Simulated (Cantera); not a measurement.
Charge: 1 mol Si3N4, 1.2 mol CO2, 120 mol H2, 0.0085 mol O2, held at 17.0 Pa.

Method: chemical equilibrium by Gibbs-energy minimisation in Cantera with the NASA 1993 tables (ideal gas, pure condensed phases). Candidate condensed phases: C, C6H6, C7H8, C8H18, H2O, Si, SiC, SiO2, Si2N2O, Si3N4; 151 gas species. Mutual solubility and eutectic melting of coexisting phases are not modelled. Equilibrium is a limit: real reactors are often held back by kinetics, nucleation or transport.

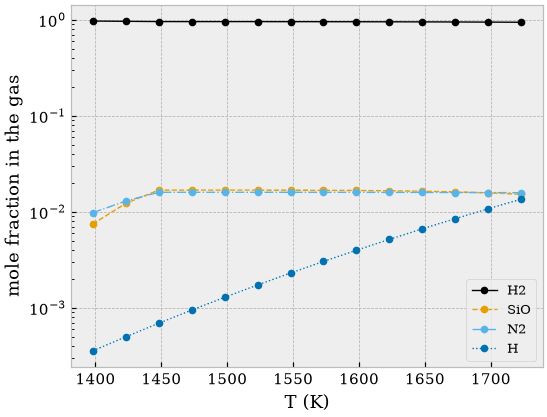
Figure. Equilibrium gas composition (values under 1e-9 drawn at 1e-9)

Question: Read off the mole fractions at 1398 K.

Answer: H2 about 0.98, N2 about 0.0098, SiO about 0.0075, H about 0.00036.
